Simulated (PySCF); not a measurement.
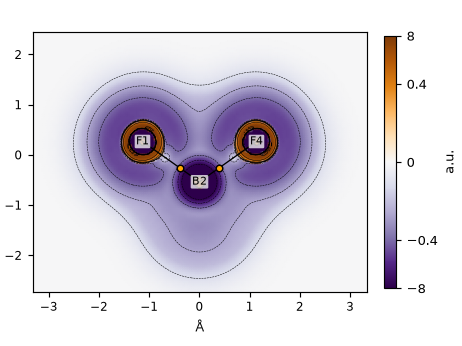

Figure 1: BF₄, charge −1, SMILES `F[B-](F)(F)F`. Negative Laplacian of the density (−∇²ρ) in the plane of F1, B2 and F4 (orange positive, purple negative, colour scale in a.u., logarithmic beyond ±0.04), with bond paths and bond critical points (dots).

Computed with PySCF, PBE/def2-SVPD, geometry: GFN2-xTB. No frequency check shows the geometry to be a minimum.

Input

```python
import numpy as np
from pyscf import gto, scf, dft
from pyscf.scf import atom_ks, atom_hf
from scipy.linalg import block_diag

def solve(mol, dm0=None, hcore=None):
    mf = (dft.UKS if mol.spin else dft.RKS)(mol, xc='pbe')
    mf.grids.level = 3
    mf = mf.density_fit(auxbasis='def2-universal-jkfit')
    mf.conv_tol, mf.max_cycle = 1e-8, 80
    if hcore is not None:
        mf.get_hcore = lambda *args: hcore
    mf.kernel(dm0)
    if not mf.converged:
        mf = mf.newton().run(mf.mo_coeff, mf.mo_occ, max_cycle=30)
    assert mf.converged, 'SCF not converged'
    return mf

mol = gto.M(atom='''
F     -0.80252     0.80896     0.79593
B      0.00002     0.00002    -0.00004
F     -0.80252    -0.80896    -0.79592
F      0.80252     0.79595    -0.80892
F      0.80252    -0.79596     0.80893
''', basis='def2-svpd', charge=-1, spin=0, verbose=4)
mf = solve(mol)
mf.analyze()
# spherically averaged free atoms, for the promolecule
atm = atom_ks.get_atm_nrks(mol, xc='pbe')
pro = block_diag(*[(atm[a[0]][2] * atm[a[0]][3]) @ atm[a[0]][2].T for a in mol._atom])
np.savez('result.npz', e=mf.e_tot, c=mf.mo_coeff, occ=mf.mo_occ, eps=mf.mo_energy, pro=pro, dip=mf.dip_moment(verbose=0), s2=mf.spin_square()[0])
```

Launched as:

```sh
OMP_NUM_THREADS=1 python input.py
```

The run took 4.1 s on 1 thread of AMD EPYC 9R45 96-Core Processor (Zen 5), on a shared host, peak memory 0.4 GiB.

Partitions, critical points and surface values were worked out afterwards from this run's density.

> Sort the bonds in the plane by the sign of ∇²ρ at their critical points.

At none is it concentrated. Depleted (∇²ρ > 0): B2–F4 and F1–B2 (+0.90 a.u., H = −0.094). A positive Laplacian with clearly negative H marks a strongly polar covalent bond, whose critical point lies close to the core of the less electronegative atom.

> Where along B2–F4 does the critical point lie?

0.47 Å from B2 and 0.92 Å from F4.
